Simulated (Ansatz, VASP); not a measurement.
# TiGe: VASP beside Ansatz, part 2 of 2

Wanted: the spread between two codes on one cell, functional and k mesh. The cell is invented: As first built, before any earlier steps moved the atoms: it takes the ZrTi structure with some of its atoms replaced by other elements, volume scaled by an estimate. It may not be a known or stable phase. The cell comes out of the VASP series on this material, whose earlier steps may have relaxed, scaled or displaced it; both programs get it as it stands.

VASP 6.6.1 and Ansatz 0.2.0.

So far: Set-up; VASP: band structure, HSEsol.

## 3. Ansatz: band structure, HSEsol

Level of this step: Ansatz beside VASP: Kohn-Sham DFT, plane waves, HSEsol (Ansatz).

Ansatz runs on its default PAW (the set named soft_2) files.

The same cell, functional, mesh and smearing now go to Ansatz, which takes its cutoff from its data sets.

input.yaml reads:

```yaml
crystal:
  lattice:
    - [2.8870288867, 0.0, 0.0]
    - [0.0, 2.8870288867, 0.0]
    - [0.0, 0.0, 3.813630462]
  atoms:
    - { symbol: Ge, position: [0.5, 0.5, 0.5] }
    - { symbol: Ti, position: [0.0, 0.0, 0.0] }
hamiltonian:
  xc:
    exchange: hjs_pbesol
    correlation: pbesol
    exx: { coeff: 0.25, omega: 0.2 }
  pseudopotentials: { kind: paw }
kpoints:
  mp_grid: { grid: [5, 5, 4] }
  band_path:
    path:
      - [0.0, 0.0, 0.0]
      - [0.0, 0.44444, 0.0]
      - [0.33333, 0.5, 0.0]
      - [0.27778, 0.27778, 0.0]
      - [0.0, 0.0, 0.11111]
      - [0.0, 0.0, 0.5]
      - [0.0, 0.44444, 0.5]
      - [0.33333, 0.5, 0.5]
      - [0.27778, 0.27778, 0.5]
      - [0.0, 0.5, 0.11111]
      - [0.5, 0.5, 0.0]
      - [0.5, 0.5, 0.5]
    npoints: 1
scf:
  occupations: { method: gaussian, width: 0.02 }
  n_extra_bands: 7
output:
  forces: true
  stress: true
  eigenvalues: true
  write_density: true
  write_potential: true
  elf: true
  volumetric_format: npy
```

Command:

```sh
$ ansatz run input.yaml --threads 4 --pin off --max-ram 9216MiB --backend cpu --events-out ev --progress --plain --runs-dir out
```

Numbers of over 12 decimals in the logs are rounded to 6 here.

The program printed:

```text
Warning: output.stress: scf.convergence.dr2_threshold = 1e-7 eV (the SCF's general default) is looser than the 2e-10 eV advised for a printed stress (1e-10 eV for each atom of the cell: 2). What an SCF threshold leaves in a stress goes as its square root, and in the free energy as the threshold itself, and one threshold admits the most on a small cell: [figures from the program's tests cut] Set scf.convergence.dr2_threshold to 2e-10 eV or tighter. The threshold is an SCF's pass mark: one that does not reach it within its budget of iterations ends unconverged, or closes short of it on a stop that the run arms, and scf.convergence.dr2_threshold's page says what that costs each kind of run
Warning: output.stress: scf.exx.energy_threshold = 1e-6 eV is looser than the 2e-8 eV advised for a stress under a hybrid functional (1e-8 eV for each atom of the cell: 2). Every SCF of the exchange loop can meet its threshold on dr2 while the loop round them stops early: no threshold on dr2 bounds what that leaves in the stress. Set scf.exx.energy_threshold to 2e-8 eV or tighter. The threshold is the loop's pass mark: a loop that does not reach it within its budget of cycles ends unconverged, and scf.exx.energy_threshold's page has the law
scf.n_extra_bands = 7 over 13 filled bands (N_el = 26.0): the run solves 20 bands
Engine: ansatz 0.2.0, aarch64-unknown-linux-gnu
Pseudopotentials: kind: paw
Pseudopotential: Ge, paw, valence charge 14, recommended cutoff 420 eV (normal), Ge.paw.azcp
Pseudopotential: Ti, paw, valence charge 12, recommended cutoff 420 eV (normal), Ti.paw.azcp
Functional definition: unnamed
  parameter a_1 = 0.25
  parameter omega_1 = 0.2/angstrom
  exchange = pbe_x(mu = 0.123457) + (-a_1)*hjs_pbesol_x_sr(omega_1) + a_1*exact_x_sr(omega_1)
  correlation = pbe_c(beta = 0.046)
Crystal: 2 atoms, lattice volume = 31.786 Å³
Basis set: ecut = 420 eV, 625 PW (Γ), exchange–correlation on 40×40×54 points (8 copies of the dense FFT grid, shifted against one another)
Bands: 20, of which v1, the nominal top of the filled ones, is band 13 counted from 1 (12 counted from 0)
Symmetry: 16 space group operations
Space group: P4/mmm (ITA 123), of the structure as read, at distance tolerance 3.2e-5 Å
k-points: 18 of 100
Non-local potential: Ge, projectors of the file, l = 0: 2, l = 1: 2, l = 2: 3, l = 3: 1
Non-local potential: Ti, projectors of the file, l = 0: 3, l = 1: 2, l = 2: 3, l = 3: 1
PAW form: soft (Blöchl's): semilocal exchange-correlation on the pseudo side does not see the compensation charge
PAW frozen core: Ge, regenerated for the run's functional, and the local potential with it (the file was generated under x = pbe(κ = 0.804, μ = 0.219515), c = pbe(β = 0.066725))
PAW frozen core: Ti, regenerated for the run's functional, and the local potential with it (the file was generated under x = pbe(κ = 0.804, μ = 0.219515), c = pbe(β = 0.066725))
PAW one-centre angular grid: Ge, 590 points (default); XC on 64 Gauss nodes
PAW one-centre angular grid: Ti, 590 points (default); XC on 64 Gauss nodes
Initial density: superposition of atomic densities (neutral atoms: chi_scale 0, normalization atom), corrected by the library's trained network
Initial wavefunctions: pseudopotential atomic-orbital guess
Functional: x = pbesol(κ = 0.804, μ = 0.123457), c = pbesol(β = 0.046), warm-up for x = hjs_pbesol + 0.25 (exact − hjs_pbesol) at short range (ω = 0.2 Å⁻¹), c = pbesol(β = 0.046)
SCF iter   1: F=—  HF=-6728.339771 eV  |F-HF|=—  |Δ(HF+E_count)|=         —  Δρ=7.19e-3  dr2=1.54e-2  ethr=1.77e-3  ⟨swp⟩=6.2  Hψ=1383  notcnv=0
preconditioner: auto → none  [insulator: Δε(μ)=0.028 eV  Ē_g=19.651 eV  σ=0.020 eV  W_gap=0.65  n_scr=6 (ndim 8)  ℏωp=27.9 eV  f_vac=0.000  D(μ)=4.71/eV (n_scr^D=82)]
iter 2 solved again at ethr=4.86e-6 eV; its pass at ethr=5.93e-5 eV (dr2=1.26e-3 eV) is discarded
SCF iter   2: F=—  HF=-6728.334759 eV  |F-HF|=—  |Δ(HF+E_count)|=   5.01e-3  Δρ=2.35e-3  dr2=1.27e-3  ethr=4.86e-6  ⟨swp⟩=2.3  Hψ=1542  notcnv=0
SCF iter   3: F=—  HF=-6728.334635 eV  |F-HF|=—  |Δ(HF+E_count)|=   1.24e-4  Δρ=9.92e-4  dr2=1.82e-4  ethr=4.86e-6  ⟨swp⟩=2.3  Hψ=633  notcnv=0
SCF iter   4: F=—  HF=-6728.334641 eV  |F-HF|=—  |Δ(HF+E_count)|=   6.41e-6  Δρ=1.00e-4  dr2=1.00e-6  ethr=6.99e-7  ⟨swp⟩=3.0  Hψ=678  notcnv=0
SCF iter   5: F=—  HF=-6728.334642 eV  |F-HF|=—  |Δ(HF+E_count)|=   1.03e-6  Δρ=3.11e-5  dr2=1.48e-7  ethr=3.85e-9  ⟨swp⟩=4.0  Hψ=901  notcnv=0
SCF iter   6: F=—  HF=-6728.334642 eV  |F-HF|=—  |Δ(HF+E_count)|=   1.06e-7  Δρ=3.90e-6  dr2=3.05e-9  ethr=5.69e-10  ⟨swp⟩=3.1  Hψ=740  notcnv=0
SCF iter   7: F=—  HF=-6728.334642 eV  |F-HF|=—  |Δ(HF+E_count)|=   3.11e-9  Δρ=1.02e-6  dr2=3.32e-10  ethr=1.17e-11  ⟨swp⟩=3.3  Hψ=776  notcnv=0
SCF iter   8: F=-6728.334642 eV  HF=-6728.334642 eV  |F-HF|=1.82e-12  |Δ(HF+E_count)|=  3.64e-10  Δρ=1.76e-7  dr2=5.40e-12  ethr=1.28e-12  ⟨swp⟩=3.9  Hψ=782  notcnv=0
SCF 1 converged in 8 iterations: F = -6728.334642 eV  dr2 = 5.40e-12
  greatest PAW one-centre occupation: 0.999 electrons in one spin orbital (limit 2), on the Ti atom at site 1 (counted from 0), in its partial waves of l = 0
Initial density: handed on by an earlier stage of this run
Initial wavefunctions: those handed on with the density
[...]
Frozen-core exchange: fock
[...]
preconditioner: auto → none  [insulator: Δε(μ)=0.120 eV  Ē_g=9.701 eV  σ=0.020 eV  W_gap=0.88  n_scr=6 (ndim 8)  ℏωp=18.6 eV  f_vac=0.000  D(μ)=2.33/eV (n_scr^D=28)]
SCF iter   2: F=—  HF=-6747.915186 eV  |F-HF|=—  |Δ(HF+E_count)|=   6.44e-5  Δρ=1.71e-4  dr2=7.95e-5  ethr=4.82e-7  ⟨swp⟩=2.6  Hψ=636  notcnv=0
SCF iter   3: F=-6747.915710 eV  HF=-6747.915715 eV  |F-HF|=5.42e-6  |Δ(HF+E_count)|=   5.30e-4  Δρ=2.39e-4  dr2=1.13e-5  ethr=2.03e-8  ⟨swp⟩=4.2  Hψ=817  notcnv=0
SCF 4 stopped early in 3 iterations: F = -6747.915710 eV  dr2 = 1.13e-5
hybrid outer 3: dexx = +6.187e-4 eV, tail = 8.60e-4 eV, Δε = 8.20e-2 eV (about 1.03e-2 eV left of the loop's levels)
Exchange kernel: α = 0.2500, screened, ω = 0.2000 Å⁻¹, Wigner–Seitz truncation, v(0) = 1100.4344 eV·Å³, q-mesh 5×5×4, nearest image of the exchange supercell L = 14.44 Å, pair-density grid 15×15×18, without the augmentation charges, whose exchange is taken in its separable form by FFT convolution over the k-point mesh (sized by the pseudopotential files, 20×20×27 at the most), smooth part of the exact exchange by density-matrix convolution
Frozen-core exchange: fock
SCF iter   1: F=—  HF=-6747.915693 eV  |F-HF|=—  |Δ(HF+E_count)|=         —  Δρ=9.78e-5  dr2=7.67e-6  ethr=5.66e-7  ⟨swp⟩=3.2  Hψ=771  notcnv=0
preconditioner: auto → none  [insulator: Δε(μ)=0.123 eV  Ē_g=9.704 eV  σ=0.020 eV  W_gap=0.88  n_scr=6 (ndim 8)  ℏωp=18.6 eV  f_vac=0.000  D(μ)=2.33/eV (n_scr^D=28)]
SCF iter   2: F=—  HF=-6747.915691 eV  |F-HF|=—  |Δ(HF+E_count)|=   1.12e-6  Δρ=1.84e-5  dr2=3.62e-6  ethr=1.71e-8  ⟨swp⟩=2.7  Hψ=612  notcnv=0
SCF iter   3: F=—  HF=-6747.915735 eV  |F-HF|=—  |Δ(HF+E_count)|=   4.32e-5  Δρ=6.54e-5  dr2=1.88e-6  ethr=2.28e-10  ⟨swp⟩=4.3  Hψ=1195  notcnv=0
SCF iter   4: F=—  HF=-6747.915734 eV  |F-HF|=—  |Δ(HF+E_count)|=   5.33e-7  Δρ=1.13e-5  dr2=1.40e-7  ethr=2.28e-10  ⟨swp⟩=3.9  Hψ=864  notcnv=0
SCF iter   5: F=—  HF=-6747.915735 eV  |F-HF|=—  |Δ(HF+E_count)|=   5.53e-7  Δρ=1.53e-5  dr2=4.17e-8  ethr=7.00e-11  ⟨swp⟩=4.2  Hψ=838  notcnv=0
SCF iter   6: F=-6747.915735 eV  HF=-6747.915735 eV  |F-HF|=9.96e-10  |Δ(HF+E_count)|=   1.83e-8  Δρ=1.59e-6  dr2=8.99e-9  ethr=7.00e-11  ⟨swp⟩=3.1  Hψ=753  notcnv=0
SCF 5 converged in 6 iterations: F = -6747.915735 eV  dr2 = 8.99e-9
  Residual-converged pass: ⟨swp⟩=3.0  Hψ=653  notcnv=0  max |occ|·‖R‖ = 2.4e-6 eV (tolerance 2.4e-6 eV)  dr2=9.04e-9  dr2_onsite=8.54e-10  max |Δocc| = 1.3e-18
hybrid outer 4: dexx = +1.217e-6 eV, tail = 3.01e-6 eV, Δε = 3.67e-3 eV (about 2.31e-4 eV left of the loop's levels)
Exchange kernel: α = 0.2500, screened, ω = 0.2000 Å⁻¹, Wigner–Seitz truncation, v(0) = 1100.4344 eV·Å³, q-mesh 5×5×4, nearest image of the exchange supercell L = 14.44 Å, pair-density grid 15×15×18, without the augmentation charges, whose exchange is taken in its separable form by FFT convolution over the k-point mesh (sized by the pseudopotential files, 20×20×27 at the most), smooth part of the exact exchange by density-matrix convolution
Frozen-core exchange: fock
SCF iter   1: F=—  HF=-6747.915735 eV  |F-HF|=—  |Δ(HF+E_count)|=         —  Δρ=3.71e-6  dr2=2.45e-9  ethr=5.13e-10  ⟨swp⟩=3.6  Hψ=840  notcnv=0
preconditioner: auto → none  [insulator: Δε(μ)=0.123 eV  Ē_g=9.705 eV  σ=0.020 eV  W_gap=0.88  n_scr=6 (ndim 8)  ℏωp=18.6 eV  f_vac=0.000  D(μ)=2.33/eV (n_scr^D=28)]
SCF iter   2: F=-6747.915735 eV  HF=-6747.915735 eV  |F-HF|=2.64e-11  |Δ(HF+E_count)|=   1.19e-9  Δρ=6.26e-7  dr2=1.02e-9  ethr=4.75e-12  ⟨swp⟩=3.2  Hψ=780  notcnv=0
SCF 6 converged in 2 iterations: F = -6747.915735 eV  dr2 = 1.02e-9
  Residual-converged pass: ⟨swp⟩=2.0  Hψ=531  notcnv=0  max |occ|·‖R‖ = 2.2e-6 eV (tolerance 2.4e-6 eV)  dr2=1.02e-9  dr2_onsite=2.16e-11  max |Δocc| = 8.5e-21
hybrid outer 5: dexx = +2.923e-9 eV, tail = 2.10e-9 eV, Δε = 1.81e-4 eV (about 7.75e-5 eV left of the loop's levels), ΔF = 3.94e-31 eV/Å (tail inf)
NSCF: frozen V_eff on 12 k-points
hybrid SCF converged: 5 outer / 23 inner (+8 warm-up), last move |dexx| = 2.92e-9 eV, tail = 2.10e-9 eV
Stability not checked: this state was not tested for a lower state beside it, because the functional holds exact exchange (a hybrid, or Hartree-Fock), whose exchange loop this test does not read (fock_operator; see scf.lower_state_search)
Free energy (F): -6747.915735 eV
Frozen-core exchange: fock
Harris-Foulkes:  -6747.915735 eV  (|F-HF|=2.64e-11)
Internal energy: -6747.915269 eV  (E = F + TS)
E sigma→0 (E₀):  -6747.915502 eV
Entropy (-TS):   -0.000466 eV (-0.233 meV/atom)
Fermi energy:    14.624705 eV
--- Per-component energies (eV) ---
  E_band       = -284.040049
  E_kinetic    = 385.216011
  E_local      = -2768.775814  (includes V_loc(G=0)·N_el)
  E_nonlocal   = 429.489845
  E_hartree    = 1204.403045
  E_xc         = -140.047818
  E_vxc        = -150.973634  (∫ρ·V_xc dr)
  E_exx        = -94.478095  (= α·E_x^exact, valence–valence)
  E_paw        = -2959.929124  (= ΣΔE_a)
  E_vpaw       = -398.846699  (= ΣTr[D̂ρ^β])
  E_aug_tail   = 0.000386  (compensation charges beyond the density's cutoff)
  E_ewald      = -2804.017574
  E_core_change = 0.223868  (= ΣΔE_core)
  E_smearing   = -0.000466  (= −TS)
  E_closure    = -0.000000  (closes the sum)
  Σ components = -6747.915735   (vs F -6747.915735, Δ=0.00e0)
--- Forces (eV/Å), atoms counted from 1 ---
  atom   1  Ge     0.00000000     0.00000000     0.00000000
  atom   2  Ti    -0.00000000    -0.00000000     0.00000000
  max |Σ_I F_I| component: 5.92e-31 eV/Å
--- Stress (GPa, compression-positive) ---
       -7.412834       0.000000       0.000000
        0.000000      -7.412834       0.000000
        0.000000       0.000000      -3.158734
  P = ⅓ Tr σ = -5.9948 GPa (-59.948 kbar)
--- Band table (eV; the first three rows and the last of 18) ---
  k-point 0: bands = [... 9 lower, 0.5817, 11.9448, 12.4172, 12.5124, 16.9938, 16.9938, 18.4022, 19.6143, ... 3 higher]
  k-point 1: bands = [... 9 lower, 1.1619, 8.7974, 12.6105, 14.5178, 16.1340, 16.1340, 18.4108, 21.2510, ... 3 higher]
  k-point 2: bands = [... 9 lower, 1.9774, 6.8700, 12.7133, 15.4133, 15.6005, 15.6005, 18.4195, 23.0461, ... 3 higher]
  k-point 17: bands = [... 9 lower, 6.8339, 10.0356, 10.3262, 12.2420, 16.6537, 16.8856, 16.9844, 17.2688, ... 3 higher]
```

Wall time 26 s (4 threads of Arm Neoverse V1, shared host); peak memory 0.81 GiB; 93 s of CPU time.

## 4. Side by side

Known differences besides the PAW data sets themselves: exact exchange at q = 0 is treated differently, which shows on coarse meshes; VASP keeps PBE cores, Ansatz makes them for the functional; the cutoff is 420 eV in Ansatz and 410 eV in VASP; VASP takes a coarser grid for exact exchange (PRECFOCK = Fast). Total energies have different zeros and are not compared.

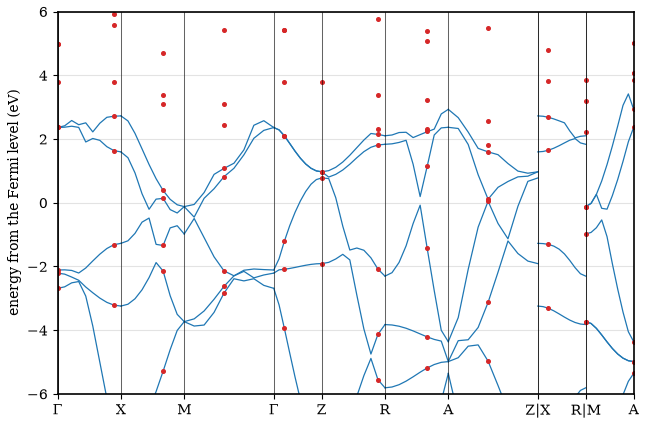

Bands from VASP (lines) and levels from Ansatz (dots). Dots without a line are higher empty bands that the VASP plot leaves out.

Levels from 3 eV below to 2 eV above the Fermi level differ by 4 meV r.m.s. and 11 meV at most; each VASP level is matched to the nearest of Ansatz, which flatters the figure a little.

## 5. Results

```json
{
 "r.m.s. difference of levels near the Fermi level (band structure, HSEsol)": "3.8 meV"
}
```

In words: The r.m.s. difference of levels near the Fermi level is 3.8 meV (band structure, HSEsol), within the 80 meV picked in this series as the mark of a large difference. How closely two codes agree says nothing of how well the functional describes the real material.

[Lines on the potential files, build, host, timing and source positions are cut from VASP's logs without a mark.]

[Logs are printed without paths, hosts, clocks, repeated set-up lines and the standing remarks that a program may print on its own settings, such as how far it seeks lower states.]

[Hosts, paths, dates, database ids (printed as entryN), source tags and the programs' standing remarks are cut or masked in the printed files.]
